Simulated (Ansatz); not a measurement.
# Al2C (quintet): correlated methods under varied settings

Aim: run Al2C (quintet) at one geometry under a spread of methods and options, and see what each costs and gives.

Computed with Ansatz 0.2.0, Gaussian basis. Level: the settings change from run to run.

33 further runs of the same task are left out: 17 that didn't finish, 16 set aside as unsound or not needed.

## 1. The system

The geometry is a PBE0/def2-TZVP stationary point (not a proven minimum) of the parent state, kept for this charge and spin.

3 atoms, charge 0, spin multiplicity 5.

Atoms are counted from 1 here; the program's logs count them from 0.

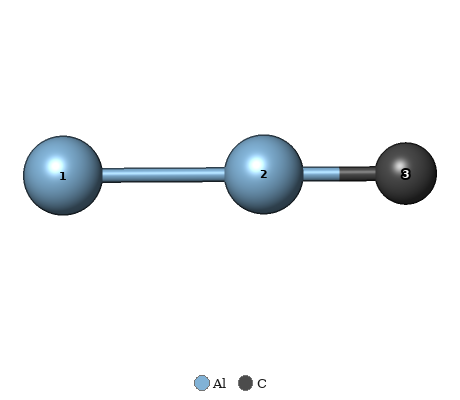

The structure; aluminium light blue, carbon dark grey; atoms are numbered from 1 in the order of the file.

## 2. HF/cc-pVDZ

in.yaml

```yaml
crystal:
  periodic: [false, false, false]
  atoms:
    - {symbol: Al, position_ang: [0.000000, 0.000000, 2.419367]}
    - {symbol: Al, position_ang: [0.000000, 0.000000, -0.261933]}
    - {symbol: C, position_ang: [0.000000, 0.000000, -2.157433]}
basis:
  gaussian: {orbitals: cc-pVDZ, point_charges: [{charge: -1.00, position_ang: [3.040, -0.710, 0.042]}]}
magnetization: {spin_polarized: false, initial_magnetization: 4}
hamiltonian: {xc: hf}
output: {forces: true, orbitals: {seedname: orbitals}}
```

The run is started by

```sh
> ansatz run in.yaml --threads 1 --pin off --events-out ev --progress --plain --max-ram 2393MiB
```

The log of the run:

```text
Functional definition: HF
  name "HF"
  cite "Fock, Z. Phys. 61, 126 (1930) doi:10.1007/BF01340294"
  parent pbe
  exchange = exact_x
  correlation = 0
497 factors; integrals over basis functions are off by at most 5.9e-4 eV
mean field evaluation 1: about -14190.5481 eV, gradient 1.1e1 eV
mean field evaluation 2: about -14190.5503 eV, gradient 1.1e1 eV
mean field evaluation 4: about -14191.7663 eV, gradient 3.3e0 eV
mean field evaluation 8: about -14192.4099 eV, gradient 7.6e-1 eV
mean field evaluation 16: about -14192.4388 eV, gradient 1.4e-5 eV
mean field evaluation 32: about -14191.9530 eV, gradient 2.5e0 eV
mean field evaluation 64: about -14188.4226 eV, gradient 9.2e0 eV
mean field evaluation 96: about -14189.5360 eV, gradient 3.7e0 eV
mean field evaluation 128: about -14189.1281 eV, gradient 3.1e0 eV
mean field evaluation 160: about -14192.0028 eV, gradient 1.8e-2 eV
mean field -14192.43876696 eV, -521.5625047052 hartree, gradient 1.4e-5 eV, S^2 6.000000; 4 other end points of the search recorded, 0 dependent functions left out
the calculation of the forces begins
reference -14192.43876696 eV, -521.5625047052 hartree; 18, 14 occupied and 32, 36 virtual orbitals, 497 factors
Total energy: -14192.43876696 eV, -521.5625047052 hartree
Atom 0 at     0.000000     0.000000     2.419367 Å, force     0.015349    -0.003585     0.149589 eV/Å
Atom 1 at     0.000000     0.000000    -0.261933 Å, force     1.076150    -0.251338     1.234871 eV/Å
Atom 2 at     0.000000     0.000000    -2.157433 Å, force    -0.099462     0.023230    -1.360833 eV/Å
Dipole moment:     0.526313    -0.122922    -0.557166 e Å
```

Run time: 1.8 s. Hardware: 1 thread of Arm Neoverse V1, shared host.

## 3. NEVPT4(SD)(6,5)/STO-3G

in.yaml

```yaml
crystal:
  periodic: [false, false, false]
  atoms:
    - {symbol: Al, position_ang: [0.000000, 0.000000, 2.419367]}
    - {symbol: Al, position_ang: [0.000000, 0.000000, -0.261933]}
    - {symbol: C, position_ang: [0.000000, 0.000000, -2.157433]}
basis:
  gaussian: {orbitals: STO-3G}
magnetization: {spin_polarized: false, initial_magnetization: 4}
correlation: {method: fic_nevpt4_sd, electrons: all, active_space: {window: {electrons: 6, orbitals: 5}}}
```

Launched as before.

The log of the run, shortened:

```text
Functional definition: HF
  name "HF"
  cite "Fock, Z. Phys. 61, 126 (1930) doi:10.1007/BF01340294"
  parent pbe
[...]
250 factors; integrals over basis functions are off by at most 1.1e-4 eV
[...]
mean field -14016.54857188 eV, -515.0986592589 hartree, gradient 3.4e-6 eV, S^2 6.000000; 3 other end points of the search recorded, 0 dependent functions left out
reference -14016.54857188 eV, -515.0986592589 hartree; 18, 14 occupied and 5, 9 virtual orbitals, 250 factors
state -14016.54857188 eV, -515.0986592589 hartree
state -14016.54857188 eV, -515.0986592589 hartree; corrected -14018.91621458 eV, -515.1856685231 hartree
WARN: 1 active orbitals are nearly empty or full. The corrections depend on them more than the energy does, and are more stable in an active space without them
Total energy: -14018.91621458 eV, -515.1856685231 hartree
```

Run time: 1 s. Hardware: 1 thread of Arm Neoverse V1, shared host.

From the report: 2 determinants; active occupations 2.00, 1.00, 1.00, 1.00, 1.00. The report marks this result as in doubt.

## 4. BCCD on UHF/cc-pVDZ

in.yaml

```yaml
crystal:
  periodic: [false, false, false]
  atoms:
    - {symbol: Al, position_ang: [0.000000, 0.000000, 2.419367]}
    - {symbol: Al, position_ang: [0.000000, 0.000000, -0.261933]}
    - {symbol: C, position_ang: [0.000000, 0.000000, -2.157433]}
basis:
  gaussian: {orbitals: cc-pVDZ}
magnetization: {spin_polarized: true, initial_magnetization: 4}
correlation: {method: bccd, electrons: outside_noble_gas}
scf: {lower_state_search: off}
```

The command is unchanged.

The log of the run, shortened:

```text
Functional definition: HF
  name "HF"
  cite "Fock, Z. Phys. 61, 126 (1930) doi:10.1007/BF01340294"
  parent pbe
[...]
497 factors; integrals over basis functions are off by at most 5.9e-4 eV
[...]
mean field -14191.41977882 eV, -521.5250575819 hartree, gradient 3.3e-6 eV, S^2 6.014095; 0 other end points of the search recorded, 0 dependent functions left out
11 core orbitals not correlated: weight in the atoms' cores, before any rotation towards them, 1.000 or more for the frozen orbitals, at most 0.000 for the correlated occupied ones
reference -14191.41977882 eV, -521.5250575819 hartree; 7, 3 occupied and 32, 36 virtual orbitals, 497 factors
second order -3.94820683 eV of doubles, -0.00000000 eV of singles
cycle   1  -4.74904636 eV  change   -8.0e-1 eV  update   9.9e-2
[...]
cycle  15  -5.16736232 eV  change    1.0e-5 eV  update   8.4e-6
Total energy: -14196.58714114 eV, -521.7149546444 hartree
Checks for a lower state left out: stability, starts, cluster_reference, orbital_swaps, neighbouring_geometries, increment
```

Run time: 1.2 s. Hardware: 1 thread of Arm Neoverse V1, shared host.

From the report: ⟨S²⟩ of the determinant 6.014 (pure quintet: 6.00); correlation -5.1674 eV; largest double amplitude 0.09.

## 5. CASSCF(4,5)/cc-pVDZ

in.yaml

```yaml
crystal:
  periodic: [false, false, false]
  atoms:
    - {symbol: Al, position_ang: [0.000000, 0.000000, 2.419367]}
    - {symbol: Al, position_ang: [0.000000, 0.000000, -0.261933]}
    - {symbol: C, position_ang: [0.000000, 0.000000, -2.157433]}
basis:
  gaussian: {orbitals: cc-pVDZ}
magnetization: {spin_polarized: false, initial_magnetization: 4}
correlation: {active_space: {window: {electrons: 4, orbitals: 5}}}
```

The command is unchanged.

The log of the run:

```text
Functional definition: HF
  name "HF"
  cite "Fock, Z. Phys. 61, 126 (1930) doi:10.1007/BF01340294"
  parent pbe
  exchange = exact_x
  correlation = 0
497 factors; integrals over basis functions are off by at most 5.9e-4 eV
mean field evaluation 1: about -14189.5041 eV, gradient 9.7e0 eV
mean field evaluation 2: about -14189.5066 eV, gradient 9.7e0 eV
mean field evaluation 4: about -14190.6367 eV, gradient 3.3e0 eV
mean field evaluation 8: about -14191.3013 eV, gradient 6.6e-1 eV
mean field evaluation 16: about -14191.3205 eV, gradient 2.5e-6 eV
mean field evaluation 32: about -14189.9344 eV, gradient 1.6e0 eV
mean field evaluation 64: about -14191.3087 eV, gradient 8.4e-1 eV
mean field evaluation 96: about -14188.5504 eV, gradient 4.1e0 eV
mean field -14191.32051135 eV, -521.5214095698 hartree, gradient 2.6e-6 eV, S^2 6.000000; 7 other end points of the search recorded, 0 dependent functions left out
reference -14191.32051135 eV, -521.5214095698 hartree; 18, 14 occupied and 32, 36 virtual orbitals, 497 factors
state -14191.32051135 eV, -521.5214095698 hartree
Total energy: -14191.32051135 eV, -521.5214095698 hartree
```

It took 4.8 s on 1 thread of Arm Neoverse V1, shared host.

From the report: 5 determinants; active occupations 1.00, 1.00, 1.00, 1.00, 0.00. With so small a space the active step adds no correlation: the energy is the mean field's.

## 6. BCCD on ROHF/def2-mTZVP

Edit in.yaml of step 5 so:

```diff
@@ -7,4 +7,4 @@
 basis:
-  gaussian: {orbitals: cc-pVDZ}
+  gaussian: {orbitals: def2-mTZVP}
 magnetization: {spin_polarized: false, initial_magnetization: 4}
-correlation: {active_space: {window: {electrons: 4, orbitals: 5}}}
+correlation: {method: bccd, electrons: outside_noble_gas}
```

Same command.

The log of the run, shortened:

```text
Functional definition: HF
  name "HF"
  cite "Fock, Z. Phys. 61, 126 (1930) doi:10.1007/BF01340294"
  parent pbe
[...]
557 factors; integrals over basis functions are off by at most 1.2e-3 eV
[...]
mean field -14191.43333889 eV, -521.5255559051 hartree, gradient 2.0e-6 eV, S^2 6.000000; 15 other end points of the search recorded, 0 dependent functions left out
[...]
determinant -14191.43333889 eV, -521.5255559051 hartree, with singles and doubles -14196.32420877 eV, -521.7052920583 hartree
determinant -14189.32441010 eV, -521.4480542016 hartree, with singles and doubles -14194.56126076 eV, -521.6405049139 hartree
determinant -14189.23231993 eV, -521.4446699504 hartree, with singles and doubles -14194.65048822 eV, -521.6437839624 hartree
determinant -14189.18044026 eV, -521.4427634075 hartree, with singles and doubles -14194.40729815 eV, -521.6348468920 hartree
determinant -14189.05686595 eV, -521.4382221354 hartree, with singles and doubles -14194.43881388 eV, -521.6360050738 hartree
determinant -14188.77961520 eV, -521.4280333583 hartree, with singles and doubles -14193.88612229 eV, -521.6156940326 hartree
determinant -14188.25354236 eV, -521.4087005382 hartree, with singles and doubles -14194.23151687 eV, -521.6283870494 hartree
11 core orbitals not correlated: weight in the atoms' cores, before any rotation towards them, 1.000 or more for the frozen orbitals, at most 0.000 for the correlated occupied ones
reference -14191.43333889 eV, -521.5255559051 hartree; 7, 3 occupied and 45, 49 virtual orbitals, 557 factors
second order -3.74473905 eV of doubles, -0.04740971 eV of singles
cycle   1  -4.90067145 eV  change   -9.8e-3 eV  update   2.7e-2
[...]
cycle  13  -4.89220200 eV  change   -2.1e-6 eV  update   6.1e-6
Total energy: -14196.32554089 eV, -521.7053410125 hartree
```

Run time: 16 s. Hardware: 1 thread of Arm Neoverse V1, shared host.

From the report: correlation -4.8922 eV; largest double amplitude 0.09.

## 7. HF/6-31G*

Edit in.yaml of step 6 so:

```diff
@@ -7,4 +7,5 @@
 basis:
-  gaussian: {orbitals: def2-mTZVP}
+  gaussian: {orbitals: "6-31G*"}
 magnetization: {spin_polarized: false, initial_magnetization: 4}
-correlation: {method: bccd, electrons: outside_noble_gas}
+hamiltonian: {xc: hf, pseudopotentials: {relativity: scalar}}
+output: {forces: true, orbitals: {seedname: orbitals}}
```

Launched as before.

The log of the run, shortened:

```text
Functional definition: HF
  name "HF"
  cite "Fock, Z. Phys. 61, 126 (1930) doi:10.1007/BF01340294"
  parent pbe
[...]
472 factors; integrals over basis functions are off by at most 1.0e-3 eV
[...]
mean field -14212.32890576 eV, -522.2934538242 hartree, gradient 3.2e-5 eV, S^2 6.000000; 1 other end points of the search recorded, 0 dependent functions left out
[...]
reference -14212.32890576 eV, -522.2934538242 hartree; 18, 14 occupied and 35, 39 virtual orbitals, 472 factors
Total energy: -14212.32890576 eV, -522.2934538242 hartree
Relativity: scalar
Atom 0 at     0.000000     0.000000     2.419367 Å, force    -0.000000     0.000000     0.389239 eV/Å
Atom 1 at     0.000000     0.000000    -0.261933 Å, force     0.000000    -0.000000     0.520624 eV/Å
Atom 2 at     0.000000     0.000000    -2.157433 Å, force    -0.000000     0.000000    -0.909863 eV/Å
Dipole moment:     0.000000    -0.000000    -0.258571 e Å
```

Run time: 1.3 s. Hardware: 1 thread of Arm Neoverse V1, shared host.

## 8. BCCD on ROHF/cc-pVDZ

in.yaml

```yaml
crystal:
  periodic: [false, false, false]
  atoms:
    - {symbol: Al, position_ang: [0.000000, 0.000000, 2.419367]}
    - {symbol: Al, position_ang: [0.000000, 0.000000, -0.261933]}
    - {symbol: C, position_ang: [0.000000, 0.000000, -2.157433]}
basis:
  gaussian: {orbitals: cc-pVDZ}
magnetization: {spin_polarized: false, initial_magnetization: 4}
correlation: {method: bccd, electrons: valence}
output: {forces: true}
```

Launched as before.

The log of the run, shortened:

```text
Functional definition: HF
  name "HF"
  cite "Fock, Z. Phys. 61, 126 (1930) doi:10.1007/BF01340294"
  parent pbe
[...]
497 factors; integrals over basis functions are off by at most 5.9e-4 eV
[...]
mean field -14191.32051135 eV, -521.5214095698 hartree, gradient 2.6e-6 eV, S^2 6.000000; 11 other end points of the search recorded, 0 dependent functions left out
[...]
determinant -14191.32051135 eV, -521.5214095698 hartree, with singles and doubles -14196.58542942 eV, -521.7148917401 hartree
determinant -14189.08557601 eV, -521.4392772107 hartree, with singles and doubles -14194.88478765 eV, -521.6523943075 hartree
determinant -14189.05908586 eV, -521.4383037157 hartree, with singles and doubles -14194.62512036 eV, -521.6428517108 hartree
determinant -14189.01466185 eV, -521.4366711635 hartree, with singles and doubles -14194.56907226 eV, -521.6407919811 hartree
[...]
determinant -14187.88619274 eV, -521.3952006887 hartree, with singles and doubles -14194.07631164 eV, -521.6226833622 hartree
11 core orbitals not correlated: weight in the atoms' cores, before any rotation towards them, 1.000 or more for the frozen orbitals, at most 0.000 for the correlated occupied ones
reference -14191.32051135 eV, -521.5214095698 hartree; 7, 3 occupied and 32, 36 virtual orbitals, 497 factors
second order -3.98131407 eV of doubles, -0.06013632 eV of singles
cycle   1  -5.27672057 eV  change   -1.2e-2 eV  update   2.5e-2
[...]
cycle  16  -5.26564856 eV  change   -1.7e-7 eV  update   6.6e-7
[...]
Total energy: -14196.58615991 eV, -521.7149185851 hartree
Atom 0 at     0.000000     0.000000     2.419367 Å, force    -0.000000    -0.000000     0.357155 eV/Å
Atom 1 at     0.000000     0.000000    -0.261933 Å, force     0.000000    -0.000000     1.130798 eV/Å
Atom 2 at     0.000000     0.000000    -2.157433 Å, force    -0.000000    -0.000000    -1.487953 eV/Å
Dipole moment:    -0.000000     0.000000     0.096937 e Å
```

Run time: 12 s. Hardware: 1 thread of Arm Neoverse V1, shared host.

From the report: correlation -5.2656 eV; largest double amplitude 0.09.

## 9. CASSCF(10,7)/STO-3G

Edit in.yaml of step 8 so:

```diff
@@ -7,5 +7,5 @@
 basis:
-  gaussian: {orbitals: cc-pVDZ}
+  gaussian: {orbitals: STO-3G}
 magnetization: {spin_polarized: false, initial_magnetization: 4}
-correlation: {method: bccd, electrons: valence}
-output: {forces: true}
+correlation: {active_space: {window: {electrons: 10, orbitals: 7}}}
+scf: {lower_state_search: light}
```

Same command.

The log of the run:

```text
Functional definition: HF
  name "HF"
  cite "Fock, Z. Phys. 61, 126 (1930) doi:10.1007/BF01340294"
  parent pbe
  exchange = exact_x
  correlation = 0
250 factors; integrals over basis functions are off by at most 1.1e-4 eV
mean field evaluation 1: about -14014.0895 eV, gradient 1.1e1 eV
mean field evaluation 2: about -14014.1043 eV, gradient 1.1e1 eV
mean field evaluation 4: about -14015.9707 eV, gradient 3.2e0 eV
mean field evaluation 8: about -14016.5476 eV, gradient 2.3e-1 eV
mean field evaluation 16: about -14016.4688 eV, gradient 2.5e0 eV
mean field evaluation 32: about -14016.4688 eV, gradient 2.5e0 eV
mean field -14016.54857188 eV, -515.0986592589 hartree, gradient 3.4e-6 eV, S^2 6.000000; 3 other end points of the search recorded, 0 dependent functions left out
reference -14016.54857188 eV, -515.0986592589 hartree; 18, 14 occupied and 5, 9 virtual orbitals, 250 factors
state -14016.54946619 eV, -515.0986921241 hartree
Total energy: -14016.54946619 eV, -515.0986921241 hartree
```

Run time: 1.9 s. Hardware: 1 thread of Arm Neoverse V1, shared host.

From the report: 35 determinants; active occupations 2.00, 2.00, 2.00, 1.00, 1.00, 1.00, 1.00.

## 10. CCSD(T) on ROHF/cc-pVDZ

in.yaml

```yaml
crystal:
  periodic: [false, false, false]
  atoms:
    - {symbol: Al, position_ang: [0.000000, 0.000000, 2.419367]}
    - {symbol: Al, position_ang: [0.000000, 0.000000, -0.261933]}
    - {symbol: C, position_ang: [0.000000, 0.000000, -2.157433]}
basis:
  gaussian: {orbitals: cc-pVDZ}
magnetization: {spin_polarized: false, initial_magnetization: 4}
hamiltonian: {pseudopotentials: {relativity: scalar}}
correlation: {method: ccsd_t, electrons: outside_noble_gas}
```

Same command.

The log of the run, shortened:

```text
Functional definition: HF
  name "HF"
  cite "Fock, Z. Phys. 61, 126 (1930) doi:10.1007/BF01340294"
  parent pbe
[...]
497 factors; integrals over basis functions are off by at most 5.9e-4 eV
[...]
mean field -14213.20561185 eV, -522.3256721789 hartree, gradient 2.6e-6 eV, S^2 6.000000; 11 other end points of the search recorded, 0 dependent functions left out
[...]
determinant -14213.20561185 eV, -522.3256721789 hartree, with singles and doubles -14218.47348227 eV, -522.5192628459 hartree
determinant -14210.94169108 eV, -522.2424746250 hartree, with singles and doubles -14216.74653390 eV, -522.4557986638 hartree
determinant -14210.91518642 eV, -522.2415005965 hartree, with singles and doubles -14216.48622028 eV, -522.4462323148 hartree
determinant -14210.90706158 eV, -522.2412020144 hartree, with singles and doubles -14216.46225784 eV, -522.4453517115 hartree
[...]
determinant -14210.43127990 eV, -522.2237173600 hartree, with singles and doubles -14215.91740948 eV, -522.4253289035 hartree
determinant -14210.16737149 eV, -522.2140189050 hartree, with singles and doubles -14216.45467229 eV, -522.4450729476 hartree
determinant -14209.75002348 eV, -522.1986816483 hartree, with singles and doubles -14216.04303100 eV, -522.4299454091 hartree
11 core orbitals not correlated: weight in the atoms' cores, before any rotation towards them, 1.000 or more for the frozen orbitals, at most 0.000 for the correlated occupied ones
reference -14213.20561185 eV, -522.3256721789 hartree; 7, 3 occupied and 32, 36 virtual orbitals, 497 factors
second order -3.98455134 eV of doubles, -0.06030772 eV of singles
cycle   1  -5.26757182 eV  change    3.0e-4 eV  update   5.5e-3
[...]
cycle   9  -5.27819528 eV  change    2.0e-6 eV  update   7.7e-6
perturbative correction -0.23199506 eV, -0.0085256612 hartree
Total energy: -14218.71580220 eV, -522.5281679391 hartree
Relativity: scalar
```

Wall time 8.5 s (1 thread of Arm Neoverse V1, shared host).

From the report: correlation -5.5102 eV; T1 0.053; largest double amplitude 0.09.

## 11. The runs in one table

 † marks a result that the program doubts.

```
                                   level         correlated  functions  energy (eV)   time
      HF/cc-pVDZ (beside a point charge)                            50  -14192.4388  1.8 s
                NEVPT4(SD)(6,5)/STO-3G †                all         23  -14018.9162    1 s
                     BCCD on UHF/cc-pVDZ  outside noble gas         50  -14196.5871  1.2 s
                     CASSCF(4,5)/cc-pVDZ                            50  -14191.3205  4.8 s
                 BCCD on ROHF/def2-mTZVP  outside noble gas         63  -14196.3255   16 s
              HF/6-31G* (relativity set)                            53  -14212.3289  1.3 s
                    BCCD on ROHF/cc-pVDZ            valence         50  -14196.5862   12 s
                     CASSCF(10,7)/STO-3G                            23  -14016.5495  1.9 s
CCSD(T) on ROHF/cc-pVDZ (relativity set)  outside noble gas         50  -14218.7158  8.5 s
```

## 12. Summary of results

| quantity | value |
| --- | --- |
| runs | 9 |
| quickest | NEVPT4(SD)(6,5)/STO-3G †, 1 s |
| slowest | BCCD on ROHF/def2-mTZVP, 16 s |

What this shows: Total energies in different bases, with other cores or another treatment of relativity can't be set against each other. BCCD on ROHF/def2-mTZVP took 16 times as long as NEVPT4(SD)(6,5)/STO-3G †; the jobs differ in more than the method.
